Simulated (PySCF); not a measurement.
# What a change does: NMR shielding calculation on C6H14N2Si2

System: C6H14N2Si2.
Method of run A: GIAO wB97X-D/pcSseg-1 NMR shielding, non-relativistic, gas phase (PySCF 2.14.0).

The geometry comes from this level: PBE0-D3(BJ)/def2-SVP. Text and figures count atoms from 1; the logs count them from 0 in places.

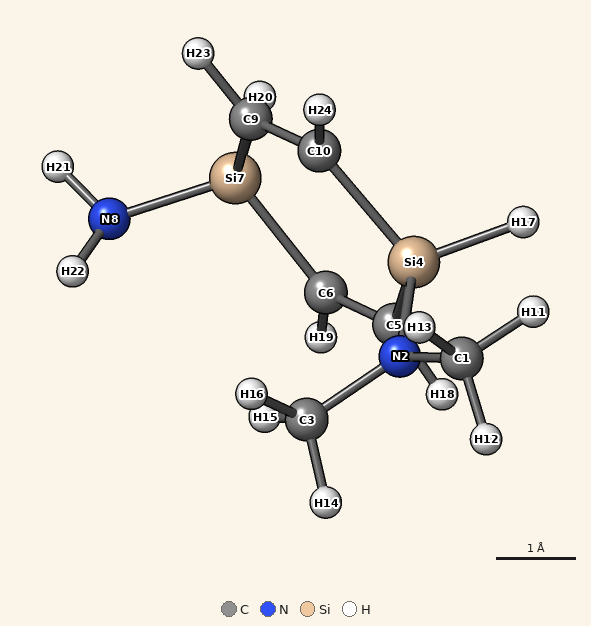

**Figure 1.** The structure as given in the input (ball-and-stick view, seen at a tilt; atoms are numbered from 1 in the order of the input).

**Input, run A**
```
{"job": {"kind": "nmr", "xc": "wB97X-D", "basis": "pcSseg-1", "pop": false}, "charge": 0, "multiplicity": 1}
C     -3.392976    -0.091079     0.352634
N     -2.060334     0.122348    -0.144032
C     -1.788339     1.475716    -0.552917
Si    -0.749629    -0.990138     0.120829
C      0.330605    -1.038403    -1.408842
C      1.661660    -0.829963    -1.433863
Si     2.734916    -0.444589     0.051277
N      3.669648     0.976426    -0.288939
C      1.642604    -0.320586     1.572640
C      0.312135    -0.535076     1.600769
H     -3.548144    -1.150680     0.603782
H     -4.150615     0.184392    -0.406365
H     -3.615818     0.505255     1.262021
H     -2.483387     1.801547    -1.350284
H     -0.766407     1.560480    -0.954914
H     -1.880342     2.203592     0.279384
H     -1.403584    -2.313773     0.365606
H     -0.184321    -1.240047    -2.361012
H      2.177300    -0.869150    -2.405679
H      3.751617    -1.521757     0.269137
H      4.567317     1.099639     0.164422
H      3.207277     1.868913    -0.420931
H      2.141525    -0.033611     2.512211
H     -0.213875    -0.413536     2.561245
```

The first line tells a small driver script what to run in PySCF; the rest is the geometry in Å.

Launched with:
```bash
OMP_NUM_THREADS=1 python <driver script> task.json out
```

Hardware: 1 CPU thread, shared host.

**Output (run A)**
```
coarse grid: 20568 points
cycle   1  E = -925.2514584117  dE =  1.227e+00  |g| = 5.078e-01  |ddm| = 4.426e+00
cycle   2  E = -925.2787087535  dE = -2.725e-02  |g| = 4.379e-01  |ddm| = 7.356e-01
cycle   3  E = -925.3175207030  dE = -3.881e-02  |g| = 5.877e-02  |ddm| = 3.190e-01
cycle   4  E = -925.3182603707  dE = -7.397e-04  |g| = 2.897e-02  |ddm| = 8.690e-02
cycle   5  E = -925.3184644108  dE = -2.040e-04  |g| = 4.607e-03  |ddm| = 2.944e-02
cycle   6  E = -925.3184700589  dE = -5.648e-06  |g| = 1.809e-03  |ddm| = 7.341e-03
final grid: 188296 points
cycle   7  E = -925.3844549726  dE = -2.249e-04  |g| = 8.147e-03  |ddm| = 4.779e-02
cycle   8  E = -925.3844579454  dE = -2.973e-06  |g| = 7.950e-03  |ddm| = 1.342e-02
cycle   9  E = -925.3844700622  dE = -1.212e-05  |g| = 6.830e-04  |ddm| = 4.946e-03
cycle  10  E = -925.3844701917  dE = -1.295e-07  |g| = 3.453e-04  |ddm| = 1.464e-03
cycle  11  E = -925.3844702237  dE = -3.200e-08  |g| = 8.986e-05  |ddm| = 5.162e-04
cycle  12  E = -925.3844702264  dE = -2.625e-09  |g| = 2.999e-05  |ddm| = 1.624e-04
cycle  13  E = -925.3844702268  dE = -4.175e-10  |g| = 1.370e-05  |ddm| = 8.009e-05
converged SCF energy = -925.3844702268

GIAO shielding tensors (ppm)
atom      isotropic    diamagn.    paramagn.     s11        s22        s33       span
  0 C      143.174     239.736     -96.562    121.612    124.225    183.686     62.074
  1 N      249.825     331.332     -81.506    223.180    252.120    274.175     50.995
  2 C      147.216     247.268    -100.052    123.845    135.513    182.292     58.447
  3 Si     391.526     884.724    -493.198    359.402    374.858    440.317     80.916
  4 C       24.503     263.678    -239.175    -96.592      1.626    168.474    265.066
  5 C       22.310     260.949    -238.638   -100.799     -0.125    167.854    268.653
  6 Si     403.328     881.236    -477.907    372.354    403.580    434.050     61.696
  7 N      251.446     317.697     -66.251    221.245    261.425    271.667     50.422
  8 C       24.524     262.936    -238.412    -98.307      4.299    167.580    265.888
  9 C       27.078     265.147    -238.069    -95.276      4.526    171.984    267.261
 10 H       28.451      28.344       0.107     24.063     26.916     34.374     10.311
 11 H       28.917      26.874       2.043     24.275     26.415     36.060     11.786
 12 H       28.882      27.988       0.894     24.034     26.790     35.822     11.787
 13 H       29.200      30.476      -1.276     25.030     26.423     36.147     11.117
 14 H       28.809      34.400      -5.591     23.617     29.330     33.480      9.863
 15 H       29.246      31.943      -2.697     25.112     26.818     35.809     10.697
 16 H       26.769      31.706      -4.938     23.379     25.824     31.103      7.725
 17 H       24.335      32.341      -8.006     21.619     24.227     27.160      5.540
 18 H       24.162      29.959      -5.797     21.727     24.024     26.734      5.007
 19 H       26.795      28.352      -1.557     23.609     25.175     31.601      7.992
 20 H       30.881      27.481       3.401     23.884     26.125     42.635     18.751
 21 H       31.429      33.306      -1.876     24.157     28.282     41.848     17.691
 22 H       24.463      31.126      -6.663     22.017     24.352     27.019      5.002
 23 H       24.474      33.165      -8.691     21.678     24.118     27.624      5.946
```

The input of run B differs as follows (lines with − go, lines with + come):
```diff
-"xc": "wB97X-D"
+"xc": "PBE0"
-"pop": false
```

Predict how the results change.

The total energies belong to different methods, so their difference says nothing on which is more stable or more accurate. The HOMO goes from −7.98 to −6.12 eV. The LUMO goes from 0.70 to −1.07 eV. Of all shieldings, the largest change is that of N2, by −3.1 ppm. The functional changes from wB97X-D to PBE0. The SCF takes 14 iterations against 13.

**Output (run B)**
```
coarse grid: 20568 points
cycle   1  E = -924.7073868217  dE =  9.723e-01  |g| = 5.977e-01  |ddm| = 4.498e+00
cycle   2  E = -924.6741673509  dE =  3.322e-02  |g| = 7.198e-01  |ddm| = 1.132e+00
cycle   3  E = -924.7928359093  dE = -1.187e-01  |g| = 7.766e-02  |ddm| = 6.674e-01
cycle   4  E = -924.7938437422  dE = -1.008e-03  |g| = 3.798e-02  |ddm| = 9.833e-02
cycle   5  E = -924.7941761311  dE = -3.324e-04  |g| = 7.864e-03  |ddm| = 4.094e-02
cycle   6  E = -924.7941888972  dE = -1.277e-05  |g| = 3.355e-03  |ddm| = 1.057e-02
cycle   7  E = -924.7941915917  dE = -2.695e-06  |g| = 8.503e-04  |ddm| = 3.504e-03
final grid: 188296 points
cycle   8  E = -924.8481354745  dE = -3.514e-05  |g| = 1.003e-02  |ddm| = 3.156e-02
cycle   9  E = -924.8481236401  dE =  1.183e-05  |g| = 1.234e-02  |ddm| = 1.967e-02
cycle  10  E = -924.8481604119  dE = -3.677e-05  |g| = 1.442e-03  |ddm| = 1.101e-02
cycle  11  E = -924.8481608914  dE = -4.795e-07  |g| = 3.783e-04  |ddm| = 1.464e-03
cycle  12  E = -924.8481609249  dE = -3.356e-08  |g| = 1.218e-04  |ddm| = 4.117e-04
cycle  13  E = -924.8481609281  dE = -3.209e-09  |g| = 4.290e-05  |ddm| = 1.322e-04
cycle  14  E = -924.8481609286  dE = -4.359e-10  |g| = 9.366e-06  |ddm| = 4.971e-05
converged SCF energy = -924.8481609286

GIAO shielding tensors (ppm)
atom      isotropic    diamagn.    paramagn.     s11        s22        s33       span
  0 C      142.843     240.107     -97.264    120.578    123.791    184.159     63.581
  1 N      246.746     331.280     -84.534    221.398    248.425    270.415     49.017
  2 C      146.944     247.593    -100.649    122.663    135.606    182.562     59.899
  3 Si     392.289     884.769    -492.479    359.063    376.096    441.709     82.646
  4 C       24.415     263.141    -238.726    -93.540     -0.374    167.160    260.700
  5 C       22.033     260.308    -238.274    -98.063     -2.338    166.501    264.563
  6 Si     403.711     881.323    -477.611    373.381    402.873    434.880     61.498
  7 N      251.757     317.338     -65.581    221.625    261.067    272.580     50.955
  8 C       24.710     262.297    -237.587    -95.128      3.013    166.244    261.372
  9 C       27.506     264.577    -237.070    -91.860      3.280    171.099    262.960
 10 H       28.309      28.280       0.029     23.944     26.766     34.217     10.272
 11 H       28.788      26.795       1.993     24.132     26.286     35.946     11.814
 12 H       28.738      27.839       0.899     23.851     26.670     35.693     11.842
 13 H       29.083      30.355      -1.272     24.888     26.315     36.046     11.158
 14 H       28.616      34.104      -5.489     23.432     29.116     33.299      9.866
 15 H       29.108      31.739      -2.631     24.885     26.748     35.690     10.806
 16 H       26.575      31.491      -4.917     23.162     25.668     30.894      7.732
 17 H       24.137      32.239      -8.102     21.447     24.004     26.961      5.513
 18 H       23.959      29.896      -5.937     21.558     23.813     26.506      4.948
 19 H       26.607      28.115      -1.508     23.396     25.025     31.400      8.004
 20 H       30.804      27.544       3.261     23.759     26.021     42.633     18.873
 21 H       31.343      33.074      -1.731     24.058     28.100     41.870     17.812
 22 H       24.275      31.075      -6.800     21.869     24.156     26.801      4.932
 23 H       24.288      33.043      -8.755     21.519     23.892     27.454      5.935
```

**The two runs side by side**

| quantity | run A | run B |
| --- | --- | --- |
| outcome | converged | converged |
| total energy (hartree) | −925.384470 | −924.848161 |
| HOMO (eV) | −7.98 | −6.12 |
| LUMO (eV) | 0.70 | −1.07 |
| dipole moment (D) | 1.89 | 1.86 |
| shielding of C1 (ppm) | 143.2 | 142.8 |
| shielding of N2 (ppm) | 249.8 | 246.7 |
| shielding of Si4 (ppm) | 391.5 | 392.3 |
| shielding of C6 (ppm) | 22.3 | 22.0 |
| shielding of Si7 (ppm) | 403.3 | 403.7 |
| shielding of N8 (ppm) | 251.4 | 251.8 |
| shielding of C10 (ppm) | 27.1 | 27.5 |
| SCF iterations | 13 | 14 |
| basis functions | 254 | 254 |
| wall time (shared host) | 93 s | 73 s |
